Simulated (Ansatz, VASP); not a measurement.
# TiGe: VASP beside Ansatz, part 2 of 2

Wanted: the spread between two codes on one cell, functional and k mesh. The cell is invented: As first built, before any earlier steps moved the atoms (in the runner's words): it takes the ZrTi structure with some of its atoms replaced by other elements, volume scaled by an estimate. It may not be a known or stable phase. The cell is taken from a series of VASP runs on this material, whose earlier steps may have relaxed, scaled or displaced it; both programs get it as it stands. Valence electrons are named where the data sets of a main pair hold unlike numbers.

VASP 6.6.1 and Ansatz 0.2.0.

So far: Set-up; VASP: band structure, HSEsol.

## 3. Ansatz: band structure, HSEsol

Level of this step: Ansatz beside VASP: Kohn-Sham DFT, plane waves, HSEsol (Ansatz).

Ansatz runs on its default PAW (the set named soft_2) files.

The same cell, functional, mesh and smearing now go to Ansatz, which takes its cutoff from its data sets.

input.yaml reads:

```yaml
crystal:
  lattice:
    - [2.8870288867, 0.0, 0.0]
    - [0.0, 2.8870288867, 0.0]
    - [0.0, 0.0, 3.813630462]
  atoms:
    - { symbol: Ge, position: [0.5, 0.5, 0.5] }
    - { symbol: Ti, position: [0.0, 0.0, 0.0] }
hamiltonian:
  xc:
    exchange: hjs_pbesol
    correlation: pbesol
    exx: { coeff: 0.25, omega: 0.2 }
  pseudopotentials: { kind: paw }
kpoints:
  mp_grid: { grid: [5, 5, 4] }
  band_path:
    path:
      - [0.0, 0.0, 0.0]
      - [0.0, 0.44444, 0.0]
      - [0.33333, 0.5, 0.0]
      - [0.27778, 0.27778, 0.0]
      - [0.0, 0.0, 0.11111]
      - [0.0, 0.0, 0.5]
      - [0.0, 0.44444, 0.5]
      - [0.33333, 0.5, 0.5]
      - [0.27778, 0.27778, 0.5]
      - [0.0, 0.5, 0.11111]
      - [0.5, 0.5, 0.0]
      - [0.5, 0.5, 0.5]
    npoints: 1
scf:
  occupations: { method: gaussian, width: 0.02 }
  n_extra_bands: 7
output:
  forces: true
  stress: true
  eigenvalues: true
  write_density: true
  write_potential: true
  elf: true
  volumetric_format: npy
```

Command:

```sh
$ ansatz run input.yaml --threads 4 --pin off --max-ram 9216MiB --backend cpu --events-out ev --progress --plain --runs-dir out
```

Numbers of over 12 decimals in the logs are rounded to 6 here.

The program printed:

```text
Warning: output.stress: scf.convergence.dr2_threshold = 1e-7 eV (the SCF's general default) is looser than the 2e-10 eV advised for a printed stress (1e-10 eV for each atom of the cell: 2). What an SCF threshold leaves in a stress goes as its square root, and in the free energy as the threshold itself, and one threshold admits the most on a small cell: [figures from the program's tests cut] Set scf.convergence.dr2_threshold to 2e-10 eV or tighter. The threshold is an SCF's pass mark: one that does not reach it within its budget of iterations ends unconverged, or closes short of it on a stop that the run arms, and scf.convergence.dr2_threshold's page says what that costs each kind of run
Warning: output.stress: scf.exx.energy_threshold = 1e-6 eV is looser than the 2e-8 eV advised for a stress under a hybrid functional (1e-8 eV for each atom of the cell: 2). Every SCF of the exchange loop can meet its threshold on dr2 while the loop round them stops early: no threshold on dr2 bounds what that leaves in the stress. Set scf.exx.energy_threshold to 2e-8 eV or tighter. The threshold is the loop's pass mark: a loop that does not reach it within its budget of cycles ends unconverged, and scf.exx.energy_threshold's page has the law
scf.n_extra_bands = 7 over 13 filled bands (N_el = 26.0): the run solves 20 bands
Engine: ansatz 0.2.0, aarch64-unknown-linux-gnu
Pseudopotentials: kind: paw
Pseudopotential: Ge, paw, valence charge 14, recommended cutoff 420 eV (normal), Ge.paw.azcp
Pseudopotential: Ti, paw, valence charge 12, recommended cutoff 420 eV (normal), Ti.paw.azcp
Functional definition: unnamed
  parameter a_1 = 0.25
  parameter omega_1 = 0.2/angstrom
  exchange = pbe_x(mu = 0.123457) + (-a_1)*hjs_pbesol_x_sr(omega_1) + a_1*exact_x_sr(omega_1)
  correlation = pbe_c(beta = 0.046)
Crystal: 2 atoms, lattice volume = 31.786 Å³
Basis set: ecut = 420 eV, 625 PW (Γ), exchange–correlation on 40×40×54 points (8 copies of the dense FFT grid, shifted against one another)
Bands: 20, of which v1, the nominal top of the filled ones, is band 13 counted from 1 (12 counted from 0)
Symmetry: 16 space group operations
Space group: P4/mmm (ITA 123), of the structure as read, at distance tolerance 3.2e-5 Å
k-points: 18 of 100
Non-local potential: Ge, projectors of the file, l = 0: 2, l = 1: 2, l = 2: 3, l = 3: 1
Non-local potential: Ti, projectors of the file, l = 0: 3, l = 1: 2, l = 2: 3, l = 3: 1
PAW form: soft (Blöchl's): semilocal exchange-correlation on the pseudo side does not see the compensation charge
PAW frozen core: Ge, regenerated for the run's functional, and the local potential with it (the file was generated under x = pbe(κ = 0.804, μ = 0.219515), c = pbe(β = 0.066725))
PAW frozen core: Ti, regenerated for the run's functional, and the local potential with it (the file was generated under x = pbe(κ = 0.804, μ = 0.219515), c = pbe(β = 0.066725))
PAW one-centre angular grid: Ge, 590 points (default); XC on 64 Gauss nodes
PAW one-centre angular grid: Ti, 590 points (default); XC on 64 Gauss nodes
Initial density: superposition of atomic densities (neutral atoms: chi_scale 0, normalization atom), corrected by the library's trained network
Initial wavefunctions: pseudopotential atomic-orbital guess
Functional: x = pbesol(κ = 0.804, μ = 0.123457), c = pbesol(β = 0.046), warm-up for x = hjs_pbesol + 0.25 (exact − hjs_pbesol) at short range (ω = 0.2 Å⁻¹), c = pbesol(β = 0.046)
SCF iter   1: F=—  HF=-6728.339771 eV  |F-HF|=—  |Δ(HF+E_count)|=         —  Δρ=7.19e-3  dr2=1.54e-2  ethr=1.77e-3  ⟨swp⟩=6.2  Hψ=1383  notcnv=0
preconditioner: auto → none  [insulator: Δε(μ)=0.028 eV  Ē_g=19.651 eV  σ=0.020 eV  W_gap=0.65  n_scr=6 (ndim 8)  ℏωp=27.9 eV  f_vac=0.000  D(μ)=4.71/eV (n_scr^D=82)]
iter 2 solved again at ethr=4.86e-6 eV; its pass at ethr=5.93e-5 eV (dr2=1.26e-3 eV) is discarded
SCF iter   2: F=—  HF=-6728.334759 eV  |F-HF|=—  |Δ(HF+E_count)|=   5.01e-3  Δρ=2.35e-3  dr2=1.27e-3  ethr=4.86e-6  ⟨swp⟩=2.3  Hψ=1542  notcnv=0
SCF iter   3: F=—  HF=-6728.334635 eV  |F-HF|=—  |Δ(HF+E_count)|=   1.24e-4  Δρ=9.92e-4  dr2=1.82e-4  ethr=4.86e-6  ⟨swp⟩=2.3  Hψ=633  notcnv=0
SCF iter   4: F=—  HF=-6728.334641 eV  |F-HF|=—  |Δ(HF+E_count)|=   6.41e-6  Δρ=1.00e-4  dr2=1.00e-6  ethr=6.99e-7  ⟨swp⟩=3.0  Hψ=678  notcnv=0
SCF iter   5: F=—  HF=-6728.334642 eV  |F-HF|=—  |Δ(HF+E_count)|=   1.03e-6  Δρ=3.11e-5  dr2=1.48e-7  ethr=3.85e-9  ⟨swp⟩=4.0  Hψ=901  notcnv=0
SCF iter   6: F=—  HF=-6728.334642 eV  |F-HF|=—  |Δ(HF+E_count)|=   1.06e-7  Δρ=3.90e-6  dr2=3.05e-9  ethr=5.69e-10  ⟨swp⟩=3.1  Hψ=740  notcnv=0
SCF iter   7: F=—  HF=-6728.334642 eV  |F-HF|=—  |Δ(HF+E_count)|=   3.11e-9  Δρ=1.02e-6  dr2=3.32e-10  ethr=1.17e-11  ⟨swp⟩=3.3  Hψ=776  notcnv=0
SCF iter   8: F=-6728.334642 eV  HF=-6728.334642 eV  |F-HF|=1.82e-12  |Δ(HF+E_count)|=  3.64e-10  Δρ=1.76e-7  dr2=5.40e-12  ethr=1.28e-12  ⟨swp⟩=3.9  Hψ=782  notcnv=0
SCF 1 converged in 8 iterations: F = -6728.334642 eV  dr2 = 5.40e-12
  greatest PAW one-centre occupation: 0.999 electrons in one spin orbital (limit 2), on the Ti atom at site 1 (counted from 0), in its partial waves of l = 0
Initial density: handed on by an earlier stage of this run
Initial wavefunctions: those handed on with the density
[...]
Frozen-core exchange: fock
[...]
preconditioner: auto → none  [insulator: Δε(μ)=0.120 eV  Ē_g=9.701 eV  σ=0.020 eV  W_gap=0.88  n_scr=6 (ndim 8)  ℏωp=18.6 eV  f_vac=0.000  D(μ)=2.33/eV (n_scr^D=28)]
SCF iter   2: F=—  HF=-6747.915186 eV  |F-HF|=—  |Δ(HF+E_count)|=   6.44e-5  Δρ=1.71e-4  dr2=7.95e-5  ethr=4.82e-7  ⟨swp⟩=2.6  Hψ=636  notcnv=0
SCF iter   3: F=-6747.915710 eV  HF=-6747.915715 eV  |F-HF|=5.42e-6  |Δ(HF+E_count)|=   5.30e-4  Δρ=2.39e-4  dr2=1.13e-5  ethr=2.03e-8  ⟨swp⟩=4.2  Hψ=817  notcnv=0
SCF 4 stopped early in 3 iterations: F = -6747.915710 eV  dr2 = 1.13e-5
hybrid outer 3: dexx = +6.187e-4 eV, tail = 8.60e-4 eV, Δε = 8.20e-2 eV (about 1.03e-2 eV left of the loop's levels)
Exchange kernel: α = 0.2500, screened, ω = 0.2000 Å⁻¹, Wigner–Seitz truncation, v(0) = 1100.4344 eV·Å³, q-mesh 5×5×4, nearest image of the exchange supercell L = 14.44 Å, pair-density grid 15×15×18, without the augmentation charges, whose exchange is taken in its separable form by FFT convolution over the k-point mesh (sized by the pseudopotential files, 20×20×27 at the most), smooth part of the exact exchange by density-matrix convolution
Frozen-core exchange: fock
SCF iter   1: F=—  HF=-6747.915693 eV  |F-HF|=—  |Δ(HF+E_count)|=         —  Δρ=9.78e-5  dr2=7.67e-6  ethr=5.66e-7  ⟨swp⟩=3.2  Hψ=771  notcnv=0
preconditioner: auto → none  [insulator: Δε(μ)=0.123 eV  Ē_g=9.704 eV  σ=0.020 eV  W_gap=0.88  n_scr=6 (ndim 8)  ℏωp=18.6 eV  f_vac=0.000  D(μ)=2.33/eV (n_scr^D=28)]
SCF iter   2: F=—  HF=-6747.915691 eV  |F-HF|=—  |Δ(HF+E_count)|=   1.12e-6  Δρ=1.84e-5  dr2=3.62e-6  ethr=1.71e-8  ⟨swp⟩=2.7  Hψ=612  notcnv=0
SCF iter   3: F=—  HF=-6747.915735 eV  |F-HF|=—  |Δ(HF+E_count)|=   4.32e-5  Δρ=6.54e-5  dr2=1.88e-6  ethr=2.28e-10  ⟨swp⟩=4.3  Hψ=1195  notcnv=0
SCF iter   4: F=—  HF=-6747.915734 eV  |F-HF|=—  |Δ(HF+E_count)|=   5.33e-7  Δρ=1.13e-5  dr2=1.40e-7  ethr=2.28e-10  ⟨swp⟩=3.9  Hψ=864  notcnv=0
SCF iter   5: F=—  HF=-6747.915735 eV  |F-HF|=—  |Δ(HF+E_count)|=   5.53e-7  Δρ=1.53e-5  dr2=4.17e-8  ethr=7.00e-11  ⟨swp⟩=4.2  Hψ=838  notcnv=0
SCF iter   6: F=-6747.915735 eV  HF=-6747.915735 eV  |F-HF|=9.96e-10  |Δ(HF+E_count)|=   1.83e-8  Δρ=1.59e-6  dr2=8.99e-9  ethr=7.00e-11  ⟨swp⟩=3.1  Hψ=753  notcnv=0
SCF 5 converged in 6 iterations: F = -6747.915735 eV  dr2 = 8.99e-9
  Residual-converged pass: ⟨swp⟩=3.0  Hψ=653  notcnv=0  max |occ|·‖R‖ = 2.4e-6 eV (tolerance 2.4e-6 eV)  dr2=9.04e-9  dr2_onsite=8.54e-10  max |Δocc| = 1.3e-18
hybrid outer 4: dexx = +1.217e-6 eV, tail = 3.01e-6 eV, Δε = 3.67e-3 eV (about 2.31e-4 eV left of the loop's levels)
Exchange kernel: α = 0.2500, screened, ω = 0.2000 Å⁻¹, Wigner–Seitz truncation, v(0) = 1100.4344 eV·Å³, q-mesh 5×5×4, nearest image of the exchange supercell L = 14.44 Å, pair-density grid 15×15×18, without the augmentation charges, whose exchange is taken in its separable form by FFT convolution over the k-point mesh (sized by the pseudopotential files, 20×20×27 at the most), smooth part of the exact exchange by density-matrix convolution
Frozen-core exchange: fock
SCF iter   1: F=—  HF=-6747.915735 eV  |F-HF|=—  |Δ(HF+E_count)|=         —  Δρ=3.71e-6  dr2=2.45e-9  ethr=5.13e-10  ⟨swp⟩=3.6  Hψ=840  notcnv=0
preconditioner: auto → none  [insulator: Δε(μ)=0.123 eV  Ē_g=9.705 eV  σ=0.020 eV  W_gap=0.88  n_scr=6 (ndim 8)  ℏωp=18.6 eV  f_vac=0.000  D(μ)=2.33/eV (n_scr^D=28)]
SCF iter   2: F=-6747.915735 eV  HF=-6747.915735 eV  |F-HF|=2.64e-11  |Δ(HF+E_count)|=   1.19e-9  Δρ=6.26e-7  dr2=1.02e-9  ethr=4.75e-12  ⟨swp⟩=3.2  Hψ=780  notcnv=0
SCF 6 converged in 2 iterations: F = -6747.915735 eV  dr2 = 1.02e-9
  Residual-converged pass: ⟨swp⟩=2.0  Hψ=531  notcnv=0  max |occ|·‖R‖ = 2.2e-6 eV (tolerance 2.4e-6 eV)  dr2=1.02e-9  dr2_onsite=2.16e-11  max |Δocc| = 8.5e-21
hybrid outer 5: dexx = +2.923e-9 eV, tail = 2.10e-9 eV, Δε = 1.81e-4 eV (about 7.75e-5 eV left of the loop's levels), ΔF = 3.94e-31 eV/Å (tail inf)
NSCF: frozen V_eff on 12 k-points
hybrid SCF converged: 5 outer / 23 inner (+8 warm-up), last move |dexx| = 2.92e-9 eV, tail = 2.10e-9 eV
Stability not checked: this state was not tested for a lower state beside it, because the functional holds exact exchange (a hybrid, or Hartree-Fock), whose exchange loop this test does not read (fock_operator; see scf.lower_state_search)
Free energy (F): -6747.915735 eV
Frozen-core exchange: fock
Harris-Foulkes:  -6747.915735 eV  (|F-HF|=2.64e-11)
Internal energy: -6747.915269 eV  (E = F + TS)
E sigma→0 (E₀):  -6747.915502 eV
Entropy (-TS):   -0.000466 eV (-0.233 meV/atom)
Fermi energy:    14.624705 eV
--- Per-component energies (eV) ---
  E_band       = -284.040049
  E_kinetic    = 385.216011
  E_local      = -2768.775814  (includes V_loc(G=0)·N_el)
  E_nonlocal   = 429.489845
  E_hartree    = 1204.403045
  E_xc         = -140.047818
  E_vxc        = -150.973634  (∫ρ·V_xc dr)
  E_exx        = -94.478095  (= α·E_x^exact, valence–valence)
  E_paw        = -2959.929124  (= ΣΔE_a)
  E_vpaw       = -398.846699  (= ΣTr[D̂ρ^β])
  E_aug_tail   = 0.000386  (compensation charges beyond the density's cutoff)
  E_ewald      = -2804.017574
  E_core_change = 0.223868  (= ΣΔE_core)
  E_smearing   = -0.000466  (= −TS)
  E_closure    = -0.000000  (closes the sum)
  Σ components = -6747.915735   (vs F -6747.915735, Δ=0.00e0)
--- Forces (eV/Å), atoms counted from 1 ---
  atom   1  Ge     0.00000000     0.00000000     0.00000000
  atom   2  Ti    -0.00000000    -0.00000000     0.00000000
  max |Σ_I F_I| component: 5.92e-31 eV/Å
--- Stress (GPa, compression-positive) ---
       -7.412834       0.000000       0.000000
        0.000000      -7.412834       0.000000
        0.000000       0.000000      -3.158734
  P = ⅓ Tr σ = -5.9948 GPa (-59.948 kbar)
--- Band table (eV; the first three rows and the last of 18) ---
  k-point 0: bands = [... 9 lower, 0.5817, 11.9448, 12.4172, 12.5124, 16.9938, 16.9938, 18.4022, 19.6143, ... 3 higher]
  k-point 1: bands = [... 9 lower, 1.1619, 8.7974, 12.6105, 14.5178, 16.1340, 16.1340, 18.4108, 21.2510, ... 3 higher]
  k-point 2: bands = [... 9 lower, 1.9774, 6.8700, 12.7133, 15.4133, 15.6005, 15.6005, 18.4195, 23.0461, ... 3 higher]
  k-point 17: bands = [... 9 lower, 6.8339, 10.0356, 10.3262, 12.2420, 16.6537, 16.8856, 16.9844, 17.2688, ... 3 higher]
```

Wall time 26 s (4 threads of Arm Neoverse V1, shared host); peak memory 0.81 GiB; 93 s of CPU time.

## 4. Side by side

Known differences besides the potentials themselves: exact exchange at q = 0 is treated differently, which shows on coarse meshes; VASP keeps PBE cores, Ansatz makes them for the functional; the cutoff is 420 eV in Ansatz and 410 eV in VASP; VASP takes a coarser grid for exact exchange (PRECFOCK = Fast). Total energies have different zeros and are not compared.

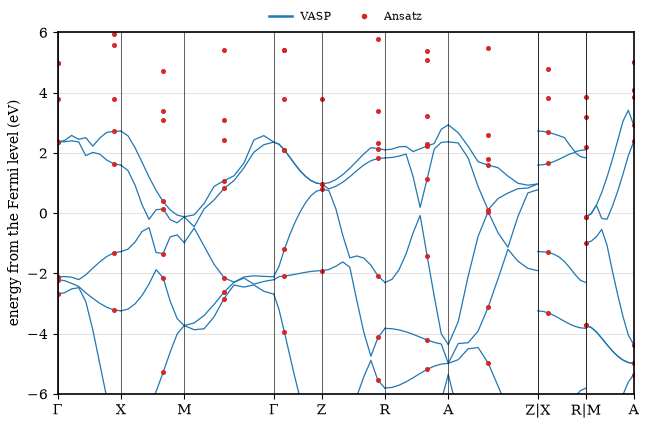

Bands from VASP (lines) and levels from Ansatz (dots). Dots without a line are higher empty bands that the VASP plot leaves out.

Levels from 3 eV below to 2 eV above the Fermi level differ by 4 meV r.m.s. and 11 meV at most; each VASP level is matched to the nearest of Ansatz, which flatters the figure a little.

## 5. Results

```json
{
 "r.m.s. difference of levels near the Fermi level (band structure, HSEsol)": "3.8 meV"
}
```

In words: The r.m.s. difference of levels near the Fermi level is 3.8 meV (band structure, HSEsol), within the 80 meV picked in this series as the mark of a large difference. How closely two codes agree says nothing of how well the functional describes the real material.

[Lines on the potential files, build, host, timing and source positions are cut from VASP's logs without a mark.]

[Logs are printed without paths, hosts, clocks, repeated set-up lines and the standing remarks that a program may print on its own settings, such as how far it seeks lower states.]

[Hosts, paths, dates, database ids (printed as entryN), source tags and the programs' standing remarks are cut or masked in the printed files.]
